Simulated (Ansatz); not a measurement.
# Lattice dynamics of TiTeS monolayer, Janus, part 2 of 2

Aim: the vibrations of TiTeS monolayer, Janus, their spectra, and whether the structure is stable.

Ansatz 0.2.0; DFT PBEsol, scalar-relativistic, plane waves, PAW; PAW set soft_1.

So far. Step 4 (Tight relaxation): The largest force component left is 0.35 meV/Å, within the tolerances set.

## 5. Linear response at the zone centre

The zone centre comes first: it holds the modes that light can see, as far as symmetry allows. No field response is asked, since the mesh shows no gap.

The input, input.yaml:

```yaml
crystal:
  lattice:
    - [3.5213670935, 0.0, 0.0]
    - [-1.7606835467, 3.049593359, 0.0]
    - [0.0, 0.0, 30.0]
  atoms:
    - { symbol: Ti, position: [0.0, 0.0, 0.3395625317] }
    - { symbol: S, position: [0.3333333333, 0.6666666667, 0.3805884289] }
    - { symbol: Te, position: [0.6666666667, 0.3333333333, 0.2765157061] }
  periodic: [true, true, false]
kpoints:
  mp_grid: { grid: [18, 18, 1] }
hamiltonian:
  xc: pbesol
  pseudopotentials: { kind: paw, azcp: { folder: soft_1 }, xc_functional: pbe }
scf:
  occupations: { method: methfessel_paxton, width: 0.2 }
output:
  eigenvalues: true
phonons:
  method: dfpt
```

On the command line:

```console
> ansatz run input.yaml --threads 4 --pin off --max-ram 16384MiB --backend cpu --events-out ev --progress --plain --runs-dir out
```

Numbers of over 12 decimals in the logs are rounded to 6 here.

The log of the run:

```text
[...]
Crystal: 3 atoms, lattice volume = 322.162 Å³
Basis set: ecut = 420 eV, 6239 PW (Γ), exchange–correlation on 48×48×432 points (8 copies of the dense FFT grid, shifted against one another)
Bands: 21, of which v1, the nominal top of the filled ones, is band 17 counted from 1 (16 counted from 0)
Symmetry: 6 space group operations
k-points: 91 of 324 (irreducible under 2 space group operations, time reversal used)
[...]
SCF iter   1: F=—  HF=-10264.169507 eV  |F-HF|=—  |Δ(HF+E_count)|=         —  Δρ=1.92e-2  dr2=3.23e0  ethr=3.10e-3  ⟨swp⟩=14.8  Hψ=16399  notcnv=0
[...]
SCF iter  13: F=-10263.496698 eV  HF=-10263.496698 eV  |F-HF|=1.09e-11  |Δ(HF+E_count)|=  4.66e-10  S|Δr|=    0.00e0  Δρ=1.37e-8  dr2=2.58e-12  ethr=1.00e-12  ⟨swp⟩=14.3  Hψ=14422  notcnv=0
SCF 1 converged in 13 iterations: F = -10263.496698 eV  dr2 = 2.58e-12
[...]
DFPT response loops at Γ: preconditioner auto → none (partly filled bands, converged f_vac=0.762); β = 0.50; Broyden in place of MSR1
SCF converged after 13 iterations
[...]
Free energy (F): -10263.496698 eV
[...]
Internal energy: -10263.498427 eV  (E = F + TS)
E sigma→0 (E₀):  -10263.497130 eV
Entropy (-TS):   0.001729 eV (0.576 meV/atom)
Fermi energy:    -4.876433 eV
[...]
--- Band table (eV; the first three rows and the last of 91) ---
  k-point 0: bands = [... 13 lower, -7.9578, -7.1166, -4.6376, -4.6376, -3.8520, -3.7948, -3.7948, -1.2604]
  k-point 1: bands = [... 13 lower, -7.9514, -7.0130, -4.8071, -4.7409, -4.1416, -3.7110, -3.5587, -1.5050]
  k-point 2: bands = [... 13 lower, -7.9347, -6.8249, -5.3676, -4.9574, -4.3277, -3.5587, -3.4332, -1.9564]
  k-point 90: bands = [... 13 lower, -8.4349, -8.1091, -7.3381, -6.9249, -4.3995, -3.7726, -3.5273, -2.4836]
--- Phonons (Γ-DFPT): 6 representative perturbations + reference, on 91 of 324 k-points (Σ response iterations 32) ---
  k mesh reduced under 2 symmetry operations, with k and −k counted as one. Each operation leaves every solved perturbation unchanged. A smaller set is not used because it would not reduce the number of displacements times k-points to solve
  ASR residual: 4.794e-5 → 0.000e0 eV/Å²; symmetrization residual: 1.699e-5 eV/Å²
  ASR residual per site (eV/Å²): 4.79e-5 2.13e-5 1.28e-5
  Γ frequencies (cm⁻¹): 0.00 0.00 0.00 121.22 121.22 205.36 265.90 265.90 367.73
  non-analytic LO–TO correction: not included (Born effective charges unavailable; polar crystals: no LO–TO splitting at Γ)
```

Elapsed: 3 min, on 4 threads of Arm Neoverse V1, shared host; peak memory 2.3 GiB.

This step gave:

```yaml
sum_rule_residual_before_enforcement: 4.79e-5 eV/Å²
point_group: 3m
highest_optical_mode_at_the_zone_centre_no_lo_to_term: 367.7 cm⁻¹
lowest_optical_zone_centre_mode: 121.2 cm⁻¹
```

Patterns of degenerate modes are one choice out of their space. Modes at Γ, with each element's share of the kinetic energy:

| mode | frequency (cm⁻¹) | symmetry | Ti % | S % | Te % |
| --- | --- | --- | --- | --- | --- |
| 1 | 0.0 | acoustic | 23 | 15 | 61 |
| 2 | 0.0 | acoustic | 23 | 15 | 61 |
| 3 | 0.0 | acoustic | 23 | 15 | 61 |
| 4 | 121.2 | E | 38 | 23 | 38 |
| 5 | 121.2 | E | 38 | 23 | 38 |
| 6 | 205.4 | A1 | 18 | 46 | 36 |
| 7 | 265.9 | E | 39 | 61 | 0 |
| 8 | 265.9 | E | 39 | 61 | 0 |
| 9 | 367.7 | A1 | 59 | 38 | 3 |

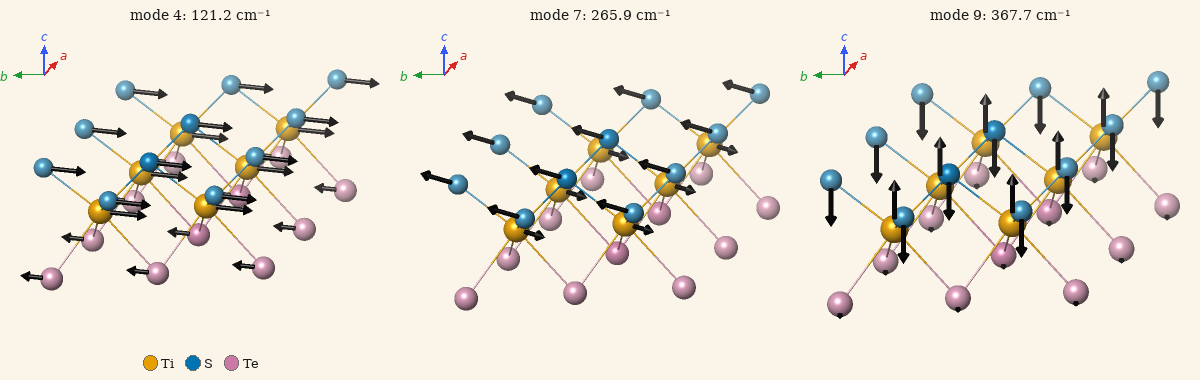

Displacement patterns of modes 4, 7 and 9 at Γ; arrows are exaggerated. 2×1×1 cells are drawn. Some periodic images of atoms are drawn too.

Before it was imposed, the acoustic sum rule was missed by 4.8e-5 eV/Å². Small misses are needed for a sound result but don't prove that mesh and cutoff are converged. The lowest optical mode is real, 121 cm⁻¹.

## 6. The dispersion

Stability and thermal properties need the whole zone. Linear response on a 6×6×1 q mesh gives force constants as far as a supercell of that size would.

input.yaml, as its differences from that of step 5:

```diff
@@ -21 +21,10 @@
   method: dfpt
+  qmesh: [6, 6, 1]
+  temperatures: { t_max: 1000, t_step: 50 }
+  qpath:
+    path:
+      - [0.0, 0.0, 0.0]
+      - [0.5, 0.0, 0.0]
+      - [0.33333333, 0.33333333, 0.0]
+      - [0.0, 0.0, 0.0]
+    npoints: 10
```

The log of the run:

```text
[...]
Crystal: 3 atoms, lattice volume = 322.162 Å³
Basis set: ecut = 420 eV, 6239 PW (Γ), exchange–correlation on 48×48×432 points (8 copies of the dense FFT grid, shifted against one another)
Bands: 21, of which v1, the nominal top of the filled ones, is band 17 counted from 1 (16 counted from 0)
Symmetry: 6 space group operations
k-points: 37 of 324 (time reversal used)
[...]
SCF iter   1: F=—  HF=-10264.169169 eV  |F-HF|=—  |Δ(HF+E_count)|=         —  Δρ=1.92e-2  dr2=3.22e0  ethr=3.10e-3  ⟨swp⟩=14.6  Hψ=6590  notcnv=0
[...]
SCF iter  13: F=-10263.496698 eV  HF=-10263.496698 eV  |F-HF|=3.64e-11  |Δ(HF+E_count)|=  4.13e-10  S|Δr|=    0.00e0  Δρ=1.73e-8  dr2=2.11e-12  ethr=1.00e-12  ⟨swp⟩=14.3  Hψ=5946  notcnv=0
SCF 1 converged in 13 iterations: F = -10263.496698 eV  dr2 = 2.11e-12
[...]
phonons: the bands overlap, so this run is a metal and interpolates without the dipole-dipole term. If the crystal is really an insulator or semiconductor, its LO-TO splitting is missing
NSCF: frozen V_eff on 37 k-points
WARN: eigensolver did not converge in 10 slots of this pass, the one above among them; of largest residual over every band (k=7): 1 band(s) unlocked (lowest unlocked band 20, counted from 0; max residual 8.48e-5 eV among the unlocked bands, 8.48e-5 eV over every band); of lowest unlocked band (k=1): band 20
[...]
DFPT response loops at q = (0, 0, 0) (fractional): preconditioner auto → none (partly filled bands, converged f_vac=0.762); β = 0.50; Broyden in place of MSR1
[...]
SCF converged after 13 iterations
[...]
Free energy (F): -10263.496698 eV
[...]
Internal energy: -10263.498427 eV  (E = F + TS)
E sigma→0 (E₀):  -10263.497130 eV
Entropy (-TS):   0.001729 eV (0.576 meV/atom)
Fermi energy:    -4.876433 eV
[...]
--- Band table (eV; the first three rows and the last of 37) ---
  k-point 0: bands = [... 13 lower, -7.9578, -7.1166, -4.6376, -4.6376, -3.8520, -3.7948, -3.7948, -1.2604]
  k-point 1: bands = [... 13 lower, -7.9514, -7.0130, -4.8071, -4.7409, -4.1416, -3.7110, -3.5587, -1.5050]
  k-point 2: bands = [... 13 lower, -7.9347, -6.8249, -5.3676, -4.9574, -4.3277, -3.5587, -3.4332, -1.9564]
  k-point 36: bands = [... 13 lower, -9.2419, -8.1625, -7.5476, -7.2380, -3.9889, -3.8684, -3.7990, -2.4647]
--- Phonons (Γ-DFPT): 6 representative perturbations + reference (Σ response iterations 30) ---
  ASR residual: 6.744e-5 → 0.000e0 eV/Å²; symmetrization residual: 1.129e-5 eV/Å²
  ASR residual per site (eV/Å²): 2.69e-5 6.74e-5 2.12e-5
  Γ frequencies (cm⁻¹): 0.00 0.00 0.00 121.22 121.22 205.36 265.90 265.90 367.73
--- Phonons (arbitrary-q DFPT): 7 irreducible q on the 6×6×1 mesh ---
  q = [0.0000, 0.0000, 0.0000] (star 1, of the zone-centre solve; hermiticity 1.47e-6, symmetrization 4.74e-11): -0.00 0.00 0.00 121.22 121.22 205.36 265.90 265.90 367.73
  q = [0.0000, 0.1667, 0.0000] (star 6, 9 solved perturbations on 171 of 324 k-point pairs; hermiticity 2.91e-6, symmetrization 1.54e-8): 23.60 45.99 72.78 123.41 123.75 203.84 268.26 273.97 355.80
[...]
q = [0.1667, 0.1667, 0.0000] (star 6, 6 solved perturbations in 1485 linear systems a pass and spin channel, the states on 324 of 324 k-point pairs; hermiticity 1.28e-6, symmetrization 9.20e-10): 54.76 73.04 108.97 140.48 165.15 205.39 278.42 297.52 343.65
[...]
sum rule: each row above includes the acoustic sum rule's correction from the zone centre's row sums; it moved no ω² by more than (0.76 cm⁻¹)²
  mesh force constants: q→R imaginary residual 3.09e-18; ASR residual 6.744e-5 → 0.000e0 eV/Å²; symmetrization residual 8.882e-15 eV/Å²
  interpolated dispersion: 31 rows × 9 modes
  density of states and harmonic sums: on the 24×24×1 q-mesh, interpolated from the force constants of a 6×6×1 supercell (no non-analytic term)
  largest difference from the sums on the solved wave vectors: F 2.57e-2 eV, S 3.15e-5 and C_V 5.83e-6 eV/K
  zero-point energy: 0.104406 eV/cell   skipped modes (ω ≤ 0): 4, of them read as no rigid motion or as one in doubt: 1 (1.042e-2 modes/cell left out, lowest -2.84 cm⁻¹)   left out of the sums: 1.74e-3 of the cell's modes: C_V's classical limit lies that fraction below 3 k_B per atom; for a crystal, a wire or a layer, F and S can be off by more, and a phonons.interpolated_qmesh denser along its periods is the remedy for the sampling
```

The job ended after 41 min (4 threads; peak memory 4.6 GiB).

This step gave:

```yaml
sum_rule_residual_before_enforcement: 6.74e-5 eV/Å²
lowest_frequency_on_the_path: -2.922 cm⁻¹
highest_frequency_on_the_path_or_at_a_solved_wavevector: 367.7 cm⁻¹
mean_frequency: 187.6 cm⁻¹
lowest_mode_on_the_q_mesh_acoustic_modes_at_gamma_apart: 23.6 cm⁻¹
zero_point_energy_per_atom: 34.8 meV
heat_capacity_at_300_k: 22.97 J/(mol atoms K)
vibrational_entropy_at_300_k: 32.72 J/(mol atoms K)
edges_of_the_widest_gap_between_branches_on_path_and_mesh: 207.1, 256.6 cm⁻¹
```

Frequencies (cm⁻¹) solved at each irreducible wavevector; negative means imaginary. Frequencies by wavevector, by row:

| q in reciprocal lattice units | star | mode 1 | mode 2 | mode 3 | mode 4 | mode 5 | mode 6 | mode 7 | mode 8 | mode 9 |
| --- | --- | --- | --- | --- | --- | --- | --- | --- | --- | --- |
| 0 0 0 | 1 | 0 | 0 | 0 | 121.2 | 121.2 | 205.4 | 265.9 | 265.9 | 367.7 |
| 0 0.1667 0 | 6 | 23.6 | 46 | 72.8 | 123.4 | 123.8 | 203.8 | 268.3 | 274 | 355.8 |
| 0 0.3333 0 | 6 | 69.4 | 83 | 117.9 | 127.5 | 174 | 205 | 264.8 | 294.7 | 341.1 |
| 0 -0.5 0 | 3 | 93.1 | 97.2 | 125.7 | 126.6 | 188.5 | 200.2 | 256.6 | 301.4 | 341 |
| 0.1667 0.1667 0 | 6 | 54.8 | 73 | 109 | 140.5 | 165.2 | 205.4 | 278.4 | 297.5 | 343.6 |
| 0.1667 0.3333 0 | 12 | 85.8 | 99.5 | 123.7 | 163.2 | 186.7 | 202.8 | 286.4 | 302.1 | 334.6 |
| 0.3333 0.3333 0 | 2 | 90.8 | 110 | 124.7 | 177.4 | 187.6 | 197.9 | 297.6 | 301.1 | 328 |

Interpolated from a 6×6×1 q mesh. The phonon branches at the labelled points (cm⁻¹):

| point | branch 1 | branch 2 | branch 3 | branch 4 | branch 5 | branch 6 | branch 7 | branch 8 | branch 9 |
| --- | --- | --- | --- | --- | --- | --- | --- | --- | --- |
| Γ | 0 | 0 | 0 | 121 | 121 | 205 | 266 | 266 | 368 |
| M | 93 | 97 | 126 | 127 | 188 | 200 | 257 | 301 | 341 |
| K | 91 | 110 | 125 | 177 | 188 | 198 | 298 | 301 | 328 |
| Γ | 0 | 0 | 0 | 121 | 121 | 205 | 266 | 266 | 368 |

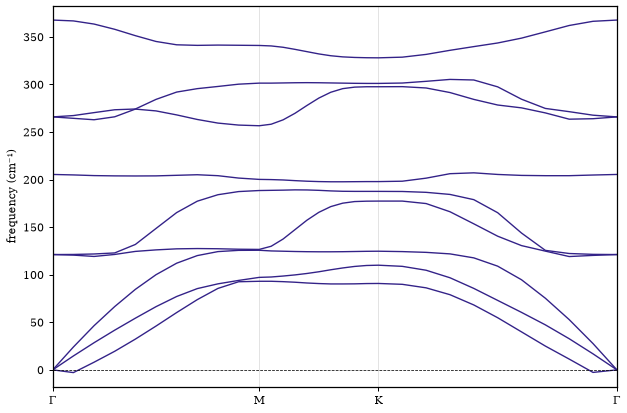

Phonon branches along the path.

The phonon density of states has structure finer than the step of the table below, so its rows give means over 20 cm⁻¹, whole bins alone (the curve runs from -2.5 to 368 cm⁻¹). Peaks (cm⁻¹: height): 87.5: 0.0610, 122.5: 0.136, 187.5: 0.0779, 202.5: 0.118, 272.5: 0.0625, 302.5: 0.0953, 342.5: 0.0620.

Tetrahedra on a 24×24×1 mesh, mean over bins of 5 cm-1. Interpolated from a 6×6×1 q mesh. The phonon density of states by wavenumber; means over each step:

| wavenumber (cm⁻¹) | phonon density of states (1/cm⁻¹/cell) |
| --- | --- |
| 20 | 0.00694 |
| 40 | 0.0118 |
| 60 | 0.0184 |
| 80 | 0.0373 |
| 100 | 0.0376 |
| 120 | 0.0569 |
| 140 | 0.0228 |
| 160 | 0.0170 |
| 180 | 0.0339 |
| 200 | 0.0517 |
| 220 | 0.00316 |
| 240 | 0 |
| 260 | 0.0195 |
| 280 | 0.0357 |
| 300 | 0.0447 |
| 320 | 0.00450 |
| 340 | 0.0370 |

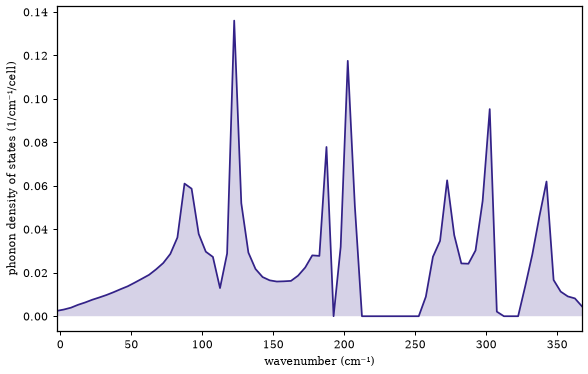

Phonon density of states, plotted against wavenumber.

The partial phonon density of states has structure finer than the step of the table below, so its rows give means over 20 cm⁻¹, whole bins alone (the curve runs from -12.9 to 389 cm⁻¹). Peaks (cm⁻¹: height): S 186.7: 0.0282, 204.4: 0.0313, 272.6: 0.0404, 300.3: 0.0589, 340.8: 0.0255; Te 90.7: 0.0534, 123.5: 0.0752, 204.4: 0.0299; Ti 126.1: 0.0255, 146.3: 0.0135, 186.7: 0.0243, 204.4: 0.0433, 272.6: 0.0182, 300.3: 0.0191, 340.8: 0.0344.

Phonopy on the run's constants, 19x19x1 mesh, Gaussian sigma 2.9 cm-1. Interpolated from a 6×6×1 q mesh. Partial phonon density of states against wavenumber; means over each step; values in 1/cm⁻¹/cell:

| wavenumber (cm⁻¹) | S | Te | Ti |
| --- | --- | --- | --- |
| 0 | 3.9e-4 | 0.00158 | 5.8e-4 |
| 20 | 0.00103 | 0.00460 | 0.00165 |
| 40 | 0.00146 | 0.00745 | 0.00257 |
| 60 | 0.00194 | 0.0126 | 0.00386 |
| 80 | 0.00247 | 0.0285 | 0.00603 |
| 100 | 0.00145 | 0.0322 | 0.00411 |
| 120 | 0.00564 | 0.0379 | 0.0136 |
| 140 | 0.00542 | 0.00489 | 0.0130 |
| 160 | 0.00569 | 0.00201 | 0.00827 |
| 180 | 0.0165 | 0.00373 | 0.0145 |
| 200 | 0.0151 | 0.0135 | 0.0237 |
| 220 | 6.4e-4 | 6.0e-4 | 9.2e-4 |
| 240 | 1.4e-5 | 0 | 2.2e-6 |
| 260 | 0.0135 | 6.2e-5 | 0.00517 |
| 280 | 0.0245 | 9.3e-5 | 0.0115 |
| 300 | 0.0326 | 8.9e-5 | 0.0122 |
| 320 | 0.00198 | 2.8e-5 | 0.00246 |
| 340 | 0.0159 | 2.3e-4 | 0.0211 |
| 360 | 0.00365 | 1.3e-4 | 0.00463 |

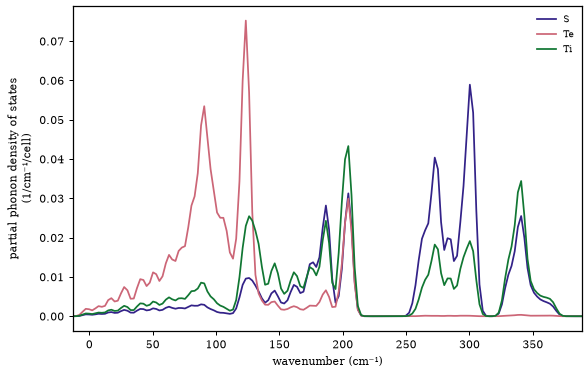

Partial phonon density of states, plotted against wavenumber.

Harmonic thermodynamic functions per atom, from the density of states. Interpolated from a 6×6×1 q mesh. Thermodynamic functions, by row:

| T (K) | F_vib (meV/atom) | S (J/mol-atom/K) | C_V (J/mol-atom/K) |
| --- | --- | --- | --- |
| 0 | 34.8 | 0 | 0 |
| 100 | 30.09 | 11.3 | 14.43 |
| 200 | 11.57 | 23.77 | 20.96 |
| 300 | -17.95 | 32.72 | 22.97 |
| 400 | -55.5 | 39.45 | 23.77 |
| 500 | -99.25 | 44.8 | 24.17 |
| 600 | -148.1 | 49.23 | 24.39 |
| 700 | -201.1 | 53 | 24.52 |
| 800 | -257.7 | 56.28 | 24.61 |
| 900 | -317.6 | 59.18 | 24.67 |
| 1000 | -380.3 | 61.78 | 24.71 |

Symmetry leaves 7 wavevectors to solve. The lowest mode among them, the acoustic zeros apart, lies at q = (0, 0.167, 0) and is real, 23.6 cm⁻¹.

## 7. Another isotope, element S, natural mass 32.06 amu

An isotope changes the mass and not the force constants, so no new electronic calculation is needed; the shifts show which modes move this element.

The same force constants with the mass of S changed from 32.060 to 33.968 u (phonopy, no LO-TO term). Both lists are sorted by frequency; levels can cross, so a row need not hold one and the same mode. Modes under 3 cm⁻¹ are left out. Isotope shifts, by row:

| q | rank | natural mass (cm⁻¹) | changed mass (cm⁻¹) |
| --- | --- | --- | --- |
| 0 0 0 | 4 | 121.2 | 120.4 |
| 0 0 0 | 5 | 121.2 | 120.4 |
| 0 0 0 | 6 | 205.4 | 202.6 |
| 0 0 0 | 7 | 265.9 | 261.3 |
| 0 0 0 | 8 | 265.9 | 261.3 |
| 0 0 0 | 9 | 367.7 | 363.8 |
| 0 0.1667 0 | 1 | 23.6 | 23.5 |
| 0 0.1667 0 | 2 | 45.99 | 45.82 |
| 0 0.1667 0 | 3 | 72.78 | 72.52 |
| 0 0.1667 0 | 4 | 123.4 | 122.6 |
| 0 0.1667 0 | 5 | 123.8 | 122.9 |
| 0 0.1667 0 | 6 | 203.8 | 201.3 |
| 0 0.1667 0 | 7 | 268.3 | 263.4 |
| 0 0.1667 0 | 8 | 274 | 268.9 |
| 0 0.1667 0 | 9 | 355.8 | 351.4 |
| 0 0.3333 0 | 1 | 69.39 | 69.2 |
| 0 0.3333 0 | 2 | 82.98 | 82.88 |
| 0 0.3333 0 | 3 | 117.9 | 117.8 |
| 0 0.3333 0 | 4 | 127.5 | 126.7 |
| 0 0.3333 0 | 5 | 174 | 171.5 |
| 0 0.3333 0 | 6 | 205 | 203.5 |
| 0 0.3333 0 | 7 | 264.8 | 259.1 |
| 0 0.3333 0 | 8 | 294.7 | 288.8 |
| 0 0.3333 0 | 9 | 341.1 | 336.9 |
| 0 -0.5 0 | 1 | 93.12 | 93.11 |
| 0 -0.5 0 | 2 | 97.16 | 96.97 |
| 0 -0.5 0 | 3 | 125.7 | 125.6 |
| 0 -0.5 0 | 4 | 126.6 | 126.1 |
| 0 -0.5 0 | 5 | 188.5 | 185.2 |
| 0 -0.5 0 | 6 | 200.2 | 199.4 |
| 0 -0.5 0 | 7 | 256.6 | 250.5 |
| 0 -0.5 0 | 8 | 301.4 | 294.2 |
| 0 -0.5 0 | 9 | 341 | 337.7 |

A mode of this element alone would shift by -2.85 %. The highest zone-centre frequency without the field goes from 367.7 to 363.8 cm⁻¹ (-1.1 %). The product of the frequency ratios over all optical modes at Γ is 0.930; the product rule, (m/m′)^(3k/2) (M′/M)^(3/2) with k = 1 such atoms and M the mass of the cell, gives 0.930.

## 8. Another isotope, element Te, natural mass 127.6 amu

The same for Te, from 127.60 to 129.91 u.

A mode of this element alone would shift by -0.89 %. The highest zone-centre frequency without the field goes from 367.7 to 367.6 cm⁻¹ (-0.0 %). The product of the frequency ratios over all optical modes at Γ is 0.990; the product rule, (m/m′)^(3k/2) (M′/M)^(3/2) with k = 1 such atoms and M the mass of the cell, gives 0.990.

## 9. Isotope substitution, element Ti, natural mass 47.867 amu

The same for Ti, from 47.87 to 49.94 u.

A mode of this element alone would shift by -2.10 %. The highest zone-centre frequency without the field goes from 367.7 to 363.2 cm⁻¹ (-1.2 %). The product of the frequency ratios over all optical modes at Γ is 0.952; the product rule, (m/m′)^(3k/2) (M′/M)^(3/2) with k = 1 such atoms and M the mass of the cell, gives 0.952.

## 10. Outcome

| Property | Result |
| --- | --- |
| space group after relaxation (within 0.01 Å) | P3m1 |
| area per atom | 3.58 Å² |
| electronic character | no gap on this mesh |
| highest optical mode at the zone centre (no LO-TO term) | 368 cm⁻¹ |
| lowest optical zone-centre mode | 121 cm⁻¹ |
| lowest mode on the q mesh (acoustic modes at Γ apart) | 23.6 cm⁻¹ |
| highest frequency on the path or at a solved wavevector | 368 cm⁻¹ |
| zero-point energy per atom | 34.8 meV |
| heat capacity at 300 K | 23.0 J/(mol atoms K) |
| vibrational entropy at 300 K | 32.7 J/(mol atoms K) |
| imaginary modes on the 6×6×1 q mesh | none |

**Reading.** The structure is a minimum as far as tested: no mode is imaginary at the 7 irreducible wavevectors of the 6×6×1 mesh, and the softest away from the acoustic zeros lies at 24 cm⁻¹. The optical modes at Γ span 121 to 368 cm⁻¹. On the path and the mesh, the widest gap between branches runs from 207 to 257 cm⁻¹. With no gap, or one that is small against the smearing, the frequencies hang on the k mesh and the smearing, most of all near Kohn anomalies. In a sheet or slab the interpolated bending branch near Γ is rough, since the rotational sum rule isn't imposed. A semilocal functional can close a gap that the real compound would have, so the metallic treatment may be an artefact of the level. Spin-orbit coupling is left out, which can matter for the heavy elements here. The PAW files were made for PBE and serve the other functionals too. A phonon run warned that its eigensolver left some bands unconverged in a pass. The starting cell was built on a prototype and not taken from a measurement. These are harmonic frequencies at zero temperature: anharmonic shifts, linewidths and thermal expansion are left out.

[Logs are printed without paths, hosts, clocks, repeated set-up lines and the standing remarks that a program may print on its own settings, such as how far it seeks lower states.]

[Hosts, paths, dates, database ids (printed as entryN), source tags and the programs' standing remarks are cut or masked in the printed files.]
